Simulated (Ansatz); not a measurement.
ZnMo2

Input

```
crystal:
  lattice:
    - [-1.6524167814, 1.6524167814, 4.2196332357]
    - [1.6524167814, -1.6524167814, 4.2196332357]
    - [1.6524167814, 1.6524167814, -4.2196332357]
  atoms:
    - { symbol: Zn, position: [0.0, 0.0, 0.0] }
    - { symbol: Mo, position: [0.6726810513, 0.6726810513, 0.0] }
    - { symbol: Mo, position: [0.3273189487, 0.3273189487, 0.0] }
basis:
  ecutwfc: 420
kpoints:
  mp_grid: { grid: [20, 20, 20] }
hamiltonian:
  xc: pbe
scf:
  occupations: { method: gaussian, width: 0.1 }
output:
  forces: true
  stress: true
  eigenvalues: true
  write_density: true
  write_potential: true
  elf: true
  volumetric_format: npy
relax:
  adjacent_minimum: "off"
  f_tol: 0.01
  max_steps: 80
  cell: { stress_tol: 0.05 }
```

Run with:

```sh
ansatz run input.yaml --threads 1 --pin off --max-ram 2560MiB --backend cpu --events-out ev --progress --plain --runs-dir out
```

Below, planes, directions and counts refer to the conventional cell (a = 3.31 Å, b = 3.31 Å, c = 8.43 Å, α = 90.00°, β = 90.00°, γ = 90.00°).

The fields are those of the relaxed geometry.

Space group I4/mmm; started from the MoSi2 (C11b)_139 prototype, which need not be the ambient phase; computed without spin polarisation.

The calculation used DFT PBE, scalar-relativistic, plane waves, PAW (Ansatz 0.2.0).

### What will maps of the valence pseudo-density and electron localisation function show?

Zn–Mo (2.77 Å): the density is about 0.28 e/Å³ at the midpoint; the ELF is about 0.25 at the midpoint: no shared electron pair shows on this line.

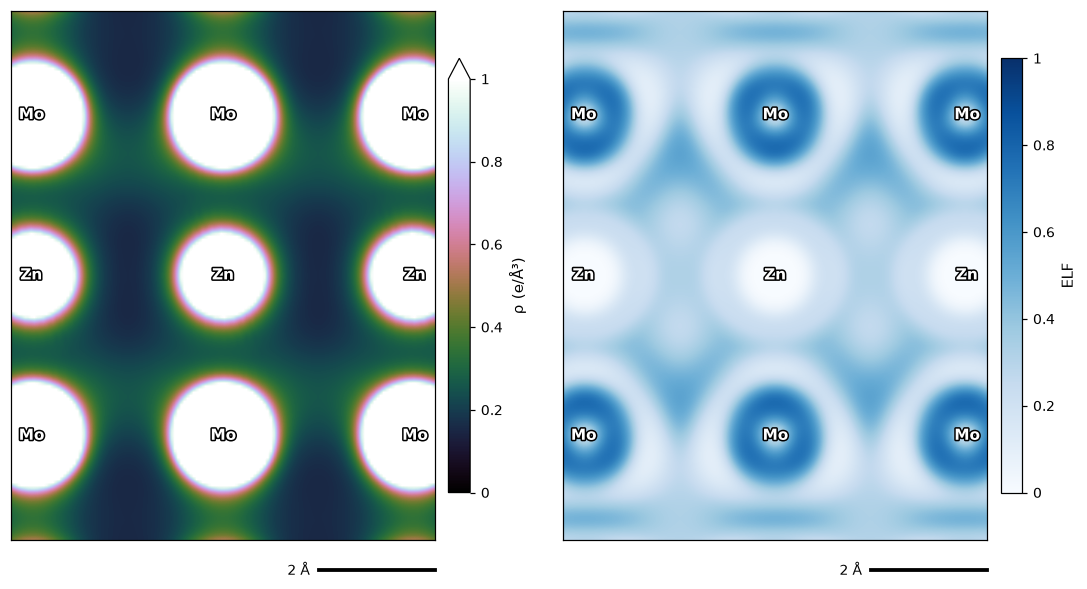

Computed valence pseudo-density and electron localisation function on the (100) plane of the conventional cell, in this order. 

The density is the valence pseudo-density of a PAW calculation; it isn't the true density close to the nuclei.
